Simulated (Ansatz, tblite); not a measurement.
**SiH(NHEt)3 (C₆H₁₉N₃Si): one state, many levels**

How do method and basis change the picture of SiH(NHEt)3 (C₆H₁₉N₃Si) (singlet)?

Method: as each input shows; program: Ansatz 0.2.0, Gaussian basis.

Plan: GFN1-xTB, GFN2-xTB, PBE-D4/def2-TZVP, r2SCAN-D4/def2-TZVP, revPBE-D4/def2-TZVP, B3LYP-D4/def2-TZVP, PBE-D4/def2-SVP, PBE0-D4/def2-SVP, HF/STO-3G, HF/6-31G, B3LYP-D4/6-31G, MP2/def2-SVP, RPA/def2-SVP.

2 further runs of the same task are left out: 2 set aside as unsound or not needed. Runs told in other sessions of the task aren't counted.

### 1 The relaxed structure

The geometry is that of the singlet, from an earlier relaxation (r2SCAN-D4/def2-SVP).

29 atoms, charge 0, spin multiplicity 1.

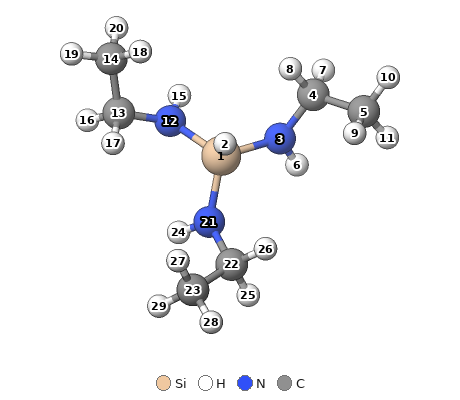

The structure; silicon light orange, hydrogen white, nitrogen blue, carbon grey; atoms are numbered from 1 in the order of the file.

As a file:

```xyz
29
charge 0, multiplicity 1
Si    0.02066    0.04765   -0.23851
H     0.04853    0.04829    1.26697
N     1.65123   -0.00528   -0.80810
C     2.79763    0.62025   -0.17867
C     3.74228   -0.37397    0.49062
H     1.87900   -0.67339   -1.53946
H     3.36638    1.23209   -0.90921
H     2.42458    1.33753    0.57578
H     3.21531   -0.94138    1.27526
H     4.60782    0.13373    0.94765
H     4.12991   -1.10008   -0.24474
N    -0.76555    1.46832   -0.83514
C    -1.96902    2.05965   -0.28204
C    -1.70787    3.29262    0.57864
H    -0.22274    2.08975   -1.42829
H    -2.68437    2.32061   -1.08852
H    -2.48039    1.28840    0.32285
H    -1.05279    3.04176    1.42862
H    -2.64552    3.71772    0.97382
H    -1.20593    4.07920   -0.00998
N    -0.85451   -1.33002   -0.80349
C    -0.81649   -2.66021   -0.22851
C    -2.07846   -3.02672    0.54708
H    -1.60086   -1.17513   -1.47545
H    -0.63312   -3.42339   -1.01242
H     0.05922   -2.71653    0.44387
H    -2.24116   -2.32184    1.37861
H    -2.01838   -4.04719    0.96050
H    -2.96541   -2.98246   -0.10773
```

PBE0-D4/def2-TZVP was run before; its log isn't repeated, and its numbers join the tables.

### 2 GFN1-xTB

Tight binding, by tblite at 300 K electronic temperature and without a spin-polarisation term:

```python
tblite.interface.Calculator('GFN1-xTB', numbers, positions, charge=0, uhf=0).singlepoint()
```

Energy -938.5384 eV, HOMO -10.12 eV, LUMO -3.61 eV; 0.017 s.

### 3 GFN2-xTB

Tight binding, by tblite at 300 K electronic temperature and without a spin-polarisation term:

```python
tblite.interface.Calculator('GFN2-xTB', numbers, positions, charge=0, uhf=0).singlepoint()
```

Energy -900.3850 eV, HOMO -9.26 eV, LUMO -3.01 eV; 0.011 s.

### 4 PBE-D4/def2-TZVP

start.molden holds the orbitals of an earlier run on this state, given as this run's starting guess.

in.yaml

```yaml
crystal:
  periodic: [false, false, false]
  atoms:
    - {symbol: Si, position_ang: [0.020656, 0.047646, -0.238514]}
    - {symbol: H, position_ang: [0.048532, 0.048290, 1.266966]}
    - {symbol: N, position_ang: [1.651227, -0.005284, -0.808104]}
    - {symbol: C, position_ang: [2.797632, 0.620248, -0.178674]}
    - {symbol: C, position_ang: [3.742283, -0.373969, 0.490616]}
    - {symbol: H, position_ang: [1.878997, -0.673387, -1.539455]}
    - {symbol: H, position_ang: [3.366383, 1.232094, -0.909206]}
    - {symbol: H, position_ang: [2.424585, 1.337526, 0.575780]}
    - {symbol: H, position_ang: [3.215310, -0.941383, 1.275258]}
    - {symbol: H, position_ang: [4.607820, 0.133735, 0.947646]}
    - {symbol: H, position_ang: [4.129909, -1.100083, -0.244736]}
    - {symbol: N, position_ang: [-0.765552, 1.468316, -0.835138]}
    - {symbol: C, position_ang: [-1.969023, 2.059648, -0.282040]}
    - {symbol: C, position_ang: [-1.707866, 3.292621, 0.578637]}
    - {symbol: H, position_ang: [-0.222742, 2.089750, -1.428287]}
    - {symbol: H, position_ang: [-2.684367, 2.320614, -1.088519]}
    - {symbol: H, position_ang: [-2.480393, 1.288400, 0.322851]}
    - {symbol: H, position_ang: [-1.052785, 3.041761, 1.428623]}
    - {symbol: H, position_ang: [-2.645517, 3.717719, 0.973817]}
    - {symbol: H, position_ang: [-1.205935, 4.079195, -0.009976]}
    - {symbol: N, position_ang: [-0.854507, -1.330020, -0.803491]}
    - {symbol: C, position_ang: [-0.816488, -2.660211, -0.228508]}
    - {symbol: C, position_ang: [-2.078464, -3.026721, 0.547083]}
    - {symbol: H, position_ang: [-1.600864, -1.175127, -1.475449]}
    - {symbol: H, position_ang: [-0.633116, -3.423389, -1.012423]}
    - {symbol: H, position_ang: [0.059224, -2.716533, 0.443865]}
    - {symbol: H, position_ang: [-2.241162, -2.321841, 1.378608]}
    - {symbol: H, position_ang: [-2.018384, -4.047189, 0.960502]}
    - {symbol: H, position_ang: [-2.965411, -2.982456, -0.107730]}
basis:
  gaussian: {orbitals: def2-TZVP, initial_orbitals: start.molden}
hamiltonian: {xc: pbe, dispersion: d4}
scf: {omitted_lower_state_checks: [starts]}
output: {forces: true, orbitals: {seedname: orbitals}}
```

The run is started by

```bash
$ ansatz run in.yaml --threads 4 --pin off --events-out ev --progress --plain --max-ram 6963MiB
```

Standard output (excerpt; [...] marks lines left out):

```text
Functional definition: PBE
  name "PBE"
  cite "Perdew, Burke & Ernzerhof, Phys. Rev. Lett. 77, 3865 (1996) doi:10.1103/PhysRevLett.77.3865"
  parent pbe
[...]
2633 factors; their error is unknown
[...]
mean field -18867.58432739 eV, -693.3709351237 hartree, gradient 7.1e-6 eV, S^2 0.000000; 0 other end points of the search recorded, 0 dependent functions left out
[...]
reference -18867.58440106 eV, -693.3709378308 hartree; 45, 45 occupied and 385, 385 virtual orbitals, 2633 factors
Total energy: -18868.27795722 eV, -693.3964255497 hartree
Atom 0 at     0.020656     0.047646    -0.238514 Å, force     0.016680    -0.007669    -0.213559 eV/Å
Atom 1 at     0.048532     0.048290     1.266966 Å, force     0.001594     0.001046     0.026529 eV/Å
Atom 2 at     1.651227    -0.005284    -0.808104 Å, force    -0.208214    -0.064990    -0.027109 eV/Å
Atom 3 at     2.797632     0.620248    -0.178674 Å, force     0.099408     0.223285     0.059162 eV/Å
Atom 4 at     3.742283    -0.373969     0.490616 Å, force     0.075492    -0.132867     0.059034 eV/Å
Atom 5 at     1.878997    -0.673387    -1.539455 Å, force    -0.012150     0.001989     0.008583 eV/Å
Atom 6 at     3.366383     1.232094    -0.909206 Å, force    -0.053616    -0.049232     0.042646 eV/Å
Atom 7 at     2.424585     1.337526     0.575780 Å, force     0.015104    -0.066518    -0.048288 eV/Å
[...]
Atom 13 at    -1.707866     3.292621     0.578637 Å, force     0.051290     0.124393     0.089801 eV/Å
Atom 14 at    -0.222742     2.089750    -1.428287 Å, force     0.015644    -0.002796     0.003178 eV/Å
Atom 15 at    -2.684367     2.320614    -1.088519 Å, force     0.061209    -0.021347     0.038322 eV/Å
Atom 16 at    -2.480393     1.288400     0.322851 Å, force     0.045632     0.047630    -0.026554 eV/Å
Atom 17 at    -1.052785     3.041761     1.428623 Å, force    -0.043706     0.012552    -0.052922 eV/Å
Atom 18 at    -2.645517     3.717719     0.973817 Å, force     0.035943    -0.027487    -0.021262 eV/Å
Atom 19 at    -1.205935     4.079195    -0.009976 Å, force    -0.029784    -0.039293     0.029223 eV/Å
Atom 20 at    -0.854507    -1.330020    -0.803491 Å, force     0.047285     0.214930    -0.018429 eV/Å
Atom 21 at    -0.816488    -2.660211    -0.228508 Å, force     0.147036    -0.193855     0.033830 eV/Å
Atom 22 at    -2.078464    -3.026721     0.547083 Å, force    -0.142703    -0.008117     0.076208 eV/Å
Atom 23 at    -1.600864    -1.175127    -1.475449 Å, force     0.003183     0.012393     0.003110 eV/Å
Atom 24 at    -0.633116    -3.423389    -1.012423 Å, force    -0.012573     0.065244     0.040262 eV/Å
Atom 25 at     0.059224    -2.716533     0.443865 Å, force    -0.063114     0.018438    -0.034575 eV/Å
Atom 26 at    -2.241162    -2.321841     1.378608 Å, force     0.012895    -0.046634    -0.052916 eV/Å
Atom 27 at    -2.018384    -4.047189     0.960502 Å, force     0.008518     0.043820    -0.020759 eV/Å
Atom 28 at    -2.965411    -2.982456    -0.107730 Å, force     0.050253    -0.006144     0.035999 eV/Å
Dipole moment:     0.004872     0.003940    -0.165851 e Å
Checks for a lower state left out: starts
```

It took 10 s on 4 threads of Arm Neoverse V2, shared host; peak memory 0.93 GiB.

Report: HOMO -4.86 eV, LUMO 0.37 eV.

### 5 r2SCAN-D4/def2-TZVP

Edit in.yaml of step 4 so:

```diff
@@ -34,4 +34,4 @@
   gaussian: {orbitals: def2-TZVP, initial_orbitals: start.molden}
-hamiltonian: {xc: pbe, dispersion: d4}
+hamiltonian: {xc: r2scan, dispersion: d4}
 scf: {omitted_lower_state_checks: [starts]}
-output: {forces: true, orbitals: {seedname: orbitals}}
+output: {orbitals: {seedname: orbitals}}
```

Launched as before.

Standard output:

```text
Functional definition: r2SCAN
  name "r2SCAN"
  cite "Furness, Kaplan, Ning, Perdew & Sun, J. Phys. Chem. Lett. 11, 8208 (2020) doi:10.1021/acs.jpclett.0c02405"
  cite "Furness, Kaplan, Ning, Perdew & Sun, J. Phys. Chem. Lett. 11, 9248 (2020) doi:10.1021/acs.jpclett.0c03077"
  parent r2scan
  parameter k0 = 0.174
  parameter k1 = 0.065
  parameter a1 = 4.9479
  exchange = r2scan_x(k0 = k0, k1 = k1, a1 = a1)
  correlation = r2scan_c
these checks for a lower state are left out or cut short: starts
2633 factors; their error is unknown
mean field evaluation 1: about -18879.1912 eV, gradient 7.7e0 eV
mean field evaluation 2: about -18879.2651 eV, gradient 7.7e-2 eV
mean field evaluation 4: about -18879.1840 eV, gradient 7.8e-4 eV
mean field -18879.18400394 eV, -693.7972153743 hartree, gradient 9.4e-6 eV, S^2 0.000000; 0 other end points of the search recorded, 0 dependent functions left out
reference -18879.18402442 eV, -693.7972161270 hartree; 45, 45 occupied and 385, 385 virtual orbitals, 2633 factors
Total energy: -18879.38529299 eV, -693.8046126104 hartree
Checks for a lower state left out: starts
```

Run time: 16 s. Hardware: 4 threads of Arm Neoverse V2, shared host; peak memory 0.98 GiB.

HOMO -5.11 eV, LUMO 0.95 eV.

### 6 revPBE-D4/def2-TZVP

Edit in.yaml of step 5 so:

```diff
@@ -34,3 +34,3 @@
   gaussian: {orbitals: def2-TZVP, initial_orbitals: start.molden}
-hamiltonian: {xc: r2scan, dispersion: d4}
+hamiltonian: {xc: {name: revPBE}, dispersion: d4}
 scf: {omitted_lower_state_checks: [starts]}
```

Same command.

Standard output:

```text
Functional definition: revPBE
  name "revPBE"
  cite "Zhang & Yang, Phys. Rev. Lett. 80, 890 (1998) doi:10.1103/PhysRevLett.80.890"
  cite "Perdew, Burke & Ernzerhof, Phys. Rev. Lett. 77, 3865 (1996) doi:10.1103/PhysRevLett.77.3865"
  parameter kappa = 1.245
  parameter beta = 0.06672455060314922
  exchange = pbe_x(kappa = kappa, mu = beta*pi^2/3)
  correlation = pbe_c(beta = beta)
these checks for a lower state are left out or cut short: starts
2633 factors; their error is unknown
mean field evaluation 1: about -18881.0340 eV, gradient 1.4e1 eV
mean field evaluation 2: about -18881.1929 eV, gradient 1.8e-1 eV
mean field evaluation 4: about -18881.1016 eV, gradient 1.1e-3 eV
mean field -18881.10155463 eV, -693.8676840624 hartree, gradient 9.9e-6 eV, S^2 0.000000; 0 other end points of the search recorded, 0 dependent functions left out
reference -18881.10164740 eV, -693.8676874715 hartree; 45, 45 occupied and 385, 385 virtual orbitals, 2633 factors
Total energy: -18883.25349836 eV, -693.9467665359 hartree
Checks for a lower state left out: starts
```

Run time: 8.5 s. Hardware: 4 threads of Arm Neoverse V2, shared host; peak memory 0.93 GiB.

Report: HOMO -4.80 eV, LUMO 0.47 eV.

### 7 B3LYP-D4/def2-TZVP

Edit in.yaml of step 6 so:

```diff
@@ -34,3 +34,3 @@
   gaussian: {orbitals: def2-TZVP, initial_orbitals: start.molden}
-hamiltonian: {xc: {name: revPBE}, dispersion: d4}
+hamiltonian: {xc: {name: B3LYP}, dispersion: d4}
 scf: {omitted_lower_state_checks: [starts]}
```

Same command.

Standard output (excerpt; [...] marks lines left out):

```text
Functional definition: B3LYP
  name "B3LYP"
  cite "Stephens, Devlin, Chabalowski & Frisch, J. Phys. Chem. 98, 11623 (1994) doi:10.1021/j100096a001"
  cite "Becke, Phys. Rev. A 38, 3098 (1988) doi:10.1103/PhysRevA.38.3098"
  cite "Lee, Yang & Parr, Phys. Rev. B 37, 785 (1988) doi:10.1103/PhysRevB.37.785"
  cite "Vosko, Wilk & Nusair, Can. J. Phys. 58, 1200 (1980) doi:10.1139/p80-159"
[...]
2642 factors; their error is unknown
[...]
mean field -18887.57908698 eV, -694.1057289855 hartree, gradient 1.9e-5 eV, S^2 0.000000; 0 other end points of the search recorded, 0 dependent functions left out
reference -18887.57955262 eV, -694.1057460975 hartree; 45, 45 occupied and 385, 385 virtual orbitals, 2642 factors
Total energy: -18888.66690281 eV, -694.1457054800 hartree
Checks for a lower state left out: starts
```

Wall time 17 s (4 threads of Arm Neoverse V2, shared host); peak memory 1.9 GiB.

From the report: HOMO -5.97 eV, LUMO 0.85 eV.

### 8 PBE-D4/def2-SVP

Edit in.yaml of step 7 so:

```diff
@@ -33,4 +33,4 @@
 basis:
-  gaussian: {orbitals: def2-TZVP, initial_orbitals: start.molden}
-hamiltonian: {xc: {name: B3LYP}, dispersion: d4}
+  gaussian: {orbitals: def2-SVP, initial_orbitals: start.molden}
+hamiltonian: {xc: pbe, dispersion: d4}
 scf: {omitted_lower_state_checks: [starts]}
```

Same command.

Standard output:

```text
Functional definition: PBE
  name "PBE"
  cite "Perdew, Burke & Ernzerhof, Phys. Rev. Lett. 77, 3865 (1996) doi:10.1103/PhysRevLett.77.3865"
  parent pbe
  parameter kappa = 0.804
  parameter beta = 0.06672455060314922
  exchange = pbe_x(kappa = kappa, mu = beta*pi^2/3)
  correlation = pbe_c(beta = beta)
these checks for a lower state are left out or cut short: starts
2762 factors; their error is unknown
mean field evaluation 1: about -18852.0911 eV, gradient 1.2e1 eV
mean field evaluation 2: about -18852.5293 eV, gradient 3.1e-1 eV
mean field evaluation 4: about -18852.3699 eV, gradient 9.0e-4 eV
mean field -18852.36988381 eV, -692.8118146346 hartree, gradient 1.9e-5 eV, S^2 0.000000; 0 other end points of the search recorded, 0 dependent functions left out
reference -18852.36993695 eV, -692.8118165875 hartree; 45, 45 occupied and 194, 194 virtual orbitals, 2762 factors
Total energy: -18853.06349311 eV, -692.8373043063 hartree
Checks for a lower state left out: starts
```

Run time: 4 s. Hardware: 4 threads of Arm Neoverse V2, shared host.

From the report: HOMO -4.64 eV, LUMO 0.95 eV.

[end of part 1 of 2]
